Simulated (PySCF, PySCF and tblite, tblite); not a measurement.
# C4H4FN3: conformers and averaged spectra, part 1 of 2

Which conformers does C4H4FN3 (`[H]/N=C\c1cnc(F)[nH]1`) populate, and what do their averaged NMR parameters look like?

Computed with tblite 0.8.0 (tight binding) and PySCF 2.14.0 (DFT, with response routines of our own); each step states its level. Atoms count from 0 throughout.

## 1. The molecule as given

12 atoms, charge 0, multiplicity 1; geometry from: MMFF94s geometry.

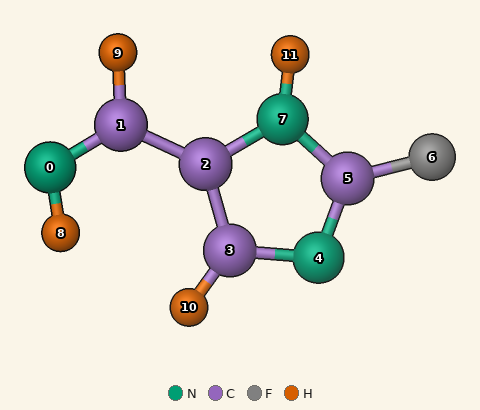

The starting geometry (nitrogen teal, carbon purple, fluorine grey, hydrogen orange), atoms numbered.

## 2. GFN2-xTB relaxation, conformer 1

The job: settings as JSON, then the geometry in Å.

```
{"job": {"xc": "GFN2-xTB", "basis": "xTB", "kind": "relax"}, "charge": 0, "multiplicity": 1}
N     -2.625100    -0.040800    -0.168700
C     -1.599500     0.178400     0.555500
C     -0.240700     0.025700     0.097900
C      0.261700    -0.328400    -1.144900
N      1.633700    -0.341600    -1.122500
C      1.965600     0.016400     0.082800
F      3.234200     0.142500     0.514700
N      0.878400     0.255000     0.864600
H     -2.369300    -0.322200    -1.115800
H     -1.752900     0.482400     1.617600
H     -0.284900    -0.600400    -2.036600
H      0.899900     0.532300     1.829500
```

Command:

```console
OMP_NUM_THREADS=1 python ens_run.py task.json out
```

This one command runs the whole study; its stages follow in the order run.

Standard output:

```text
step      E/eV     max force
  0    -655.09831    1.253
  1    -655.14475    0.826
  2    -655.16796    0.661
  3    -655.17994    0.251
  4    -655.18286    0.175
  5    -655.18393    0.163
  6    -655.18621    0.131
  7    -655.18869    0.194
  8    -655.19069    0.172
  9    -655.19230    0.109
 10    -655.19344    0.090
 11    -655.19432    0.082
 12    -655.19498    0.080
 13    -655.19558    0.077
 14    -655.19628    0.117
 15    -655.19711    0.123
 16    -655.19792    0.097
 17    -655.19853    0.092
 18    -655.19893    0.073
 19    -655.19920    0.057
 20    -655.19941    0.050
 21    -655.19960    0.042
 22    -655.19976    0.034
 23    -655.19976    0.034
 24    -655.19982    0.017
 25    -655.19986    0.016
 26    -655.19988    0.014
 27    -655.19990    0.012
 28    -655.19991    0.013
 29    -655.19992    0.009
 30    -655.19992    0.006
 31    -655.19993    0.004
 32    -655.19993    0.004
```

Run time: 0.22 s. Hardware: 1 thread of Arm Neoverse N1, shared host.

The energy fell by 0.102 eV, and the atoms moved 0.07 Å (root mean square).

**GFN2-xTB relaxation, conformer 2**

The job: settings as JSON, then the geometry in Å.

```
{"job": {"xc": "GFN2-xTB", "basis": "xTB", "kind": "relax"}, "charge": 0, "multiplicity": 1}
N     -2.285500    -1.066800     0.324300
C     -1.731500     0.056800     0.006400
C     -0.299000     0.227500    -0.054600
C      0.399600     1.382300    -0.385500
N      1.752300     1.153600    -0.335800
C      1.879200    -0.105800    -0.011200
F      3.060800    -0.729400     0.133700
N      0.677900    -0.699900     0.178500
H     -1.625000    -1.816000     0.514300
H     -2.372400     0.921800    -0.200400
H      0.000500     2.348900    -0.632200
H      0.544400    -1.673700     0.436500
```

Standard output:

```text
step      E/eV     max force
  0    -655.00962    2.089
  1    -655.07622    1.739
  2    -655.11939    0.485
  3    -655.13666    0.328
  4    -655.14832    0.335
  5    -655.15181    0.240
  6    -655.15607    0.278
  7    -655.15991    0.355
  8    -655.16233    0.205
  9    -655.16328    0.081
 10    -655.16382    0.079
 11    -655.16426    0.109
 12    -655.16462    0.076
 13    -655.16493    0.045
 14    -655.16519    0.054
 15    -655.16534    0.042
 16    -655.16541    0.022
 17    -655.16541    0.022
 18    -655.16544    0.021
 19    -655.16549    0.020
 20    -655.16552    0.021
 21    -655.16558    0.024
 22    -655.16566    0.033
 23    -655.16572    0.026
 24    -655.16576    0.019
 25    -655.16581    0.020
 26    -655.16586    0.023
 27    -655.16592    0.026
 28    -655.16595    0.017
 29    -655.16596    0.009
 30    -655.16597    0.008
 31    -655.16598    0.008
 32    -655.16598    0.007
 33    -655.16599    0.007
 34    -655.16599    0.005
 35    -655.16599    0.003
```

Wall time 0.28 s (1 thread of Arm Neoverse N1, shared host).

Gain 0.156 eV; displacement 0.05 Å root mean square.

## 3. Shieldings, conformer 1: KT2/pcSseg-1 in chloroform

The job: settings as JSON, then the geometry in Å.

```
{"job": {"xc": "KT2", "basis": "pcSseg-1", "solvent": "chloroform", "kind": "nmr", "pop": true}, "charge": 0, "multiplicity": 1}
N     -2.646789    -0.021674    -0.107620
C     -1.578132     0.164121     0.534015
C     -0.218985     0.020418     0.063770
C      0.301064    -0.342292    -1.160907
N      1.656738    -0.338308    -1.129646
C      1.958538     0.016988     0.081098
F      3.176166     0.155501     0.567499
N      0.886042     0.251594     0.863522
H     -2.519304    -0.308594    -1.076585
H     -1.686831     0.471297     1.572315
H     -0.212303    -0.605889    -2.063260
H      0.884994     0.536152     1.829771
```

Standard output:

```text
coarse grid: 11096 points
cycle   1  E = -425.4508904416  dE =  1.527e+00  |g| = 7.652e-01  |ddm| = 3.460e+00
cycle   2  E = -425.0995550392  dE =  3.513e-01  |g| = 1.491e+00  |ddm| = 2.273e+00
cycle   3  E = -425.5547641124  dE = -4.552e-01  |g| = 2.346e-01  |ddm| = 1.679e+00
cycle   4  E = -425.5664320609  dE = -1.167e-02  |g| = 8.417e-02  |ddm| = 2.795e-01
cycle   5  E = -425.5677080717  dE = -1.276e-03  |g| = 3.547e-02  |ddm| = 1.051e-01
cycle   6  E = -425.5679804761  dE = -2.724e-04  |g| = 8.566e-03  |ddm| = 3.364e-02
cycle   7  E = -425.5679947982  dE = -1.432e-05  |g| = 3.247e-03  |ddm| = 9.075e-03
cycle   8  E = -425.5679970293  dE = -2.231e-06  |g| = 8.633e-04  |ddm| = 2.974e-03
final grid: 110904 points
cycle   9  E = -425.5781377984  dE = -2.681e-04  |g| = 2.979e-02  |ddm| = 7.725e-02
cycle  10  E = -425.5777986554  dE =  3.391e-04  |g| = 5.483e-02  |ddm| = 5.571e-02
cycle  11  E = -425.5782801691  dE = -4.815e-04  |g| = 3.799e-03  |ddm| = 3.695e-02
cycle  12  E = -425.5782830678  dE = -2.899e-06  |g| = 1.321e-03  |ddm| = 4.058e-03
cycle  13  E = -425.5782833947  dE = -3.268e-07  |g| = 4.841e-04  |ddm| = 1.290e-03
cycle  14  E = -425.5782834494  dE = -5.471e-08  |g| = 1.613e-04  |ddm| = 5.511e-04
cycle  15  E = -425.5782834550  dE = -5.681e-09  |g| = 4.190e-05  |ddm| = 1.673e-04
cycle  16  E = -425.5782834554  dE = -3.430e-10  |g| = 9.987e-06  |ddm| = 3.354e-05
converged SCF energy = -425.5782834554

GIAO shielding tensors (ppm)
atom      isotropic    diamagn.    paramagn.     s11        s22        s33       span
  0 N      -26.902     325.218    -352.121   -281.225    -57.563    258.081    539.306
  1 C       38.209     248.138    -209.929    -57.832     49.999    122.460    180.292
  2 C       62.709     258.928    -196.219     -5.100     71.254    121.974    127.074
  3 C       65.924     253.465    -187.541      2.080     53.214    142.478    140.397
  4 N       28.075     334.504    -306.429   -143.267     -4.616    232.109    375.375
  5 C       34.962     253.170    -218.208    -14.168     51.560     67.495     81.664
  6 F      278.038     469.379    -191.341    170.933    331.184    331.998    161.065
  7 N      112.065     331.396    -219.331     53.704    117.015    165.476    111.772
  8 H       21.326      35.660     -14.334     14.581     22.835     26.562     11.981
  9 H       23.666      28.545      -4.879     20.005     23.676     27.315      7.310
 10 H       24.220      33.200      -8.980     20.745     25.520     26.394      5.649
 11 H       23.475      32.575      -9.099     18.400     22.983     29.043     10.644
```

Run time: 32 s. Hardware: 1 thread of Arm Neoverse N1, shared host; peak memory 0.59 GiB.

In short: HOMO -5.82 eV, LUMO -2.07 eV; dipole 2.79 D.

The fields below are evaluated on a grid from the run's orbitals.

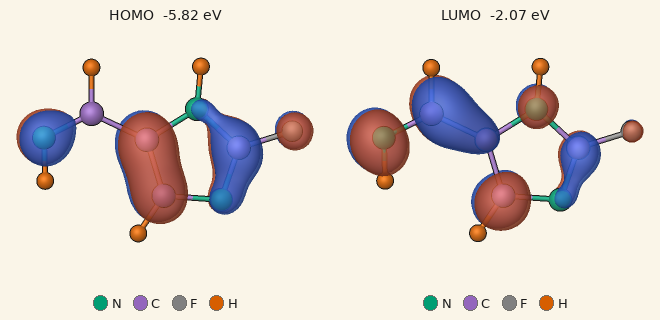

Frontier orbitals at KT2/pcSseg-1; each surface holds 70 % of the orbital's density, blue and red mark the sign.

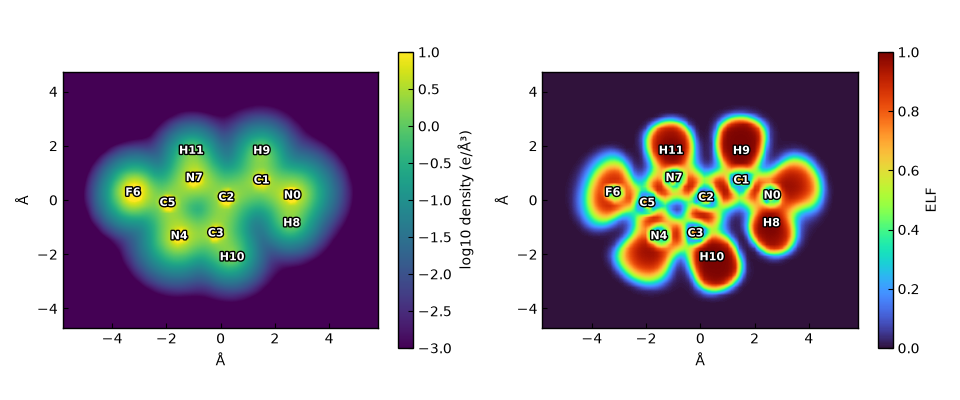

Density (left) and ELF (right) in a plane through or near 12 of the atoms.

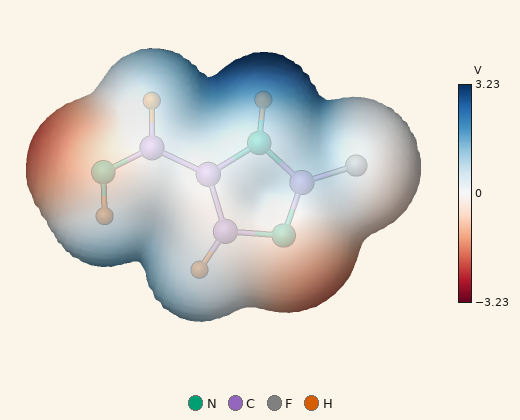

Electrostatic potential on the surface of density 0.002 e/bohr³; red is low, blue high. It runs, from the 1st to the 99th percentile, from -1.87 V near N0 to 3.23 V near H11.

## 4. Single-point energy, conformer 1: PBE0/def2-SVP in chloroform

Changed since step 3:

```diff
@@ -1,2 +1,2 @@
-{"job": {"xc": "KT2", "basis": "pcSseg-1", "solvent": "chloroform", "kind": "nmr", "pop": true}, "charge": 0, "multiplicity": 1}
+{"job": {"xc": "PBE0", "basis": "def2-SVP", "solvent": "chloroform", "kind": "sp"}, "charge": 0, "multiplicity": 1}
 N     -2.646789    -0.021674    -0.107620
```

Standard output:

```text
coarse grid: 11096 points
cycle   1  E = -418.0113818286  dE =  1.659e+00  |g| = 6.539e-01  |ddm| = 4.087e+00
cycle   2  E = -417.8816489898  dE =  1.297e-01  |g| = 1.030e+00  |ddm| = 1.531e+00
cycle   3  E = -418.1027236586  dE = -2.211e-01  |g| = 9.571e-02  |ddm| = 9.638e-01
cycle   4  E = -418.1040657637  dE = -1.342e-03  |g| = 5.754e-02  |ddm| = 1.238e-01
cycle   5  E = -418.1047642292  dE = -6.985e-04  |g| = 1.099e-02  |ddm| = 5.680e-02
cycle   6  E = -418.1047908855  dE = -2.666e-05  |g| = 3.107e-03  |ddm| = 1.272e-02
cycle   7  E = -418.1047927947  dE = -1.909e-06  |g| = 9.641e-04  |ddm| = 3.318e-03
final grid: 110904 points
cycle   8  E = -418.1508021221  dE = -2.895e-05  |g| = 6.518e-03  |ddm| = 2.236e-02
cycle   9  E = -418.1507978609  dE =  4.261e-06  |g| = 8.294e-03  |ddm| = 1.235e-02
cycle  10  E = -418.1508116045  dE = -1.374e-05  |g| = 1.195e-03  |ddm| = 6.799e-03
cycle  11  E = -418.1508119113  dE = -3.068e-07  |g| = 2.785e-04  |ddm| = 1.263e-03
cycle  12  E = -418.1508119254  dE = -1.412e-08  |g| = 1.301e-04  |ddm| = 3.367e-04
cycle  13  E = -418.1508119288  dE = -3.393e-09  |g| = 1.956e-05  |ddm| = 1.184e-04
cycle  14  E = -418.1508119289  dE = -7.287e-11  |g| = 8.911e-06  |ddm| = 2.524e-05
converged SCF energy = -418.1508119289
```

Wall time 11 s (1 thread of Arm Neoverse N1, shared host); peak memory 0.58 GiB.

Key values: HOMO -6.75 eV, LUMO -1.05 eV; dipole 2.82 D.

## 5. Shieldings, conformer 2: KT2/pcSseg-1 in chloroform

The job: settings as JSON, then the geometry in Å.

```
{"job": {"xc": "KT2", "basis": "pcSseg-1", "solvent": "chloroform", "kind": "nmr", "pop": false}, "charge": 0, "multiplicity": 1}
N     -2.314756    -1.051671     0.321350
C     -1.701050     0.010359     0.026488
C     -0.279173     0.248019    -0.063280
C      0.413359     1.395742    -0.383600
N      1.751314     1.178371    -0.349948
C      1.874172    -0.069746    -0.017757
F      3.008016    -0.724210     0.136862
N      0.699134    -0.702510     0.173276
H     -1.727821    -1.859817     0.526316
H     -2.313678     0.879296    -0.194536
H      0.026723     2.361824    -0.635372
H      0.564960    -1.666341     0.434173
```

Standard output:

```text
coarse grid: 11096 points
cycle   1  E = -425.4515861276  dE =  1.525e+00  |g| = 7.639e-01  |ddm| = 3.462e+00
cycle   2  E = -425.1161934932  dE =  3.354e-01  |g| = 1.472e+00  |ddm| = 2.145e+00
cycle   3  E = -425.5564027242  dE = -4.402e-01  |g| = 2.205e-01  |ddm| = 1.518e+00
cycle   4  E = -425.5666463422  dE = -1.024e-02  |g| = 8.342e-02  |ddm| = 2.548e-01
cycle   5  E = -425.5679053786  dE = -1.259e-03  |g| = 3.600e-02  |ddm| = 1.057e-01
cycle   6  E = -425.5681777225  dE = -2.723e-04  |g| = 9.738e-03  |ddm| = 3.679e-02
cycle   7  E = -425.5681963367  dE = -1.861e-05  |g| = 3.606e-03  |ddm| = 1.024e-02
cycle   8  E = -425.5681990843  dE = -2.748e-06  |g| = 1.064e-03  |ddm| = 3.494e-03
final grid: 110904 points
cycle   9  E = -425.5797633589  dE = -2.857e-04  |g| = 2.849e-02  |ddm| = 7.968e-02
cycle  10  E = -425.5794528184  dE =  3.105e-04  |g| = 5.229e-02  |ddm| = 5.353e-02
cycle  11  E = -425.5798948188  dE = -4.420e-04  |g| = 3.883e-03  |ddm| = 3.562e-02
cycle  12  E = -425.5798978090  dE = -2.990e-06  |g| = 1.341e-03  |ddm| = 4.254e-03
cycle  13  E = -425.5798981472  dE = -3.382e-07  |g| = 4.841e-04  |ddm| = 1.293e-03
cycle  14  E = -425.5798982019  dE = -5.466e-08  |g| = 1.548e-04  |ddm| = 5.403e-04
cycle  15  E = -425.5798982070  dE = -5.102e-09  |g| = 4.230e-05  |ddm| = 1.579e-04
cycle  16  E = -425.5798982073  dE = -3.536e-10  |g| = 8.684e-06  |ddm| = 3.188e-05
converged SCF energy = -425.5798982073

GIAO shielding tensors (ppm)
atom      isotropic    diamagn.    paramagn.     s11        s22        s33       span
  0 N      -24.065     325.286    -349.351   -276.879    -48.323    253.007    529.886
  1 C       37.603     247.516    -209.913    -57.047     46.942    122.913    179.960
  2 C       62.724     255.736    -193.012      5.209     60.842    122.120    116.910
  3 C       60.451     253.306    -192.856      0.926     47.279    133.147    132.221
  4 N       26.803     334.923    -308.119   -142.198     -0.663    223.271    365.469
  5 C       34.070     252.879    -218.810    -15.446     50.345     67.309     82.755
  6 F      275.527     470.124    -194.598    166.454    327.224    332.903    166.449
  7 N      118.236     332.038    -213.801     47.533    122.634    184.542    137.009
  8 H       21.979      36.290     -14.311     15.138     23.269     27.531     12.393
  9 H       23.629      28.822      -5.194     20.339     23.894     26.653      6.314
 10 H       24.621      32.054      -7.433     21.932     25.061     26.870      4.939
 11 H       23.124      34.037     -10.913     16.999     23.637     28.736     11.737
```

Run time: 22 s. Hardware: 1 thread of Arm Neoverse N1, shared host; peak memory 0.61 GiB.

This run: HOMO -5.92 eV, LUMO -2.03 eV; dipole 2.02 D.

(Continued in part 2 of 2.)
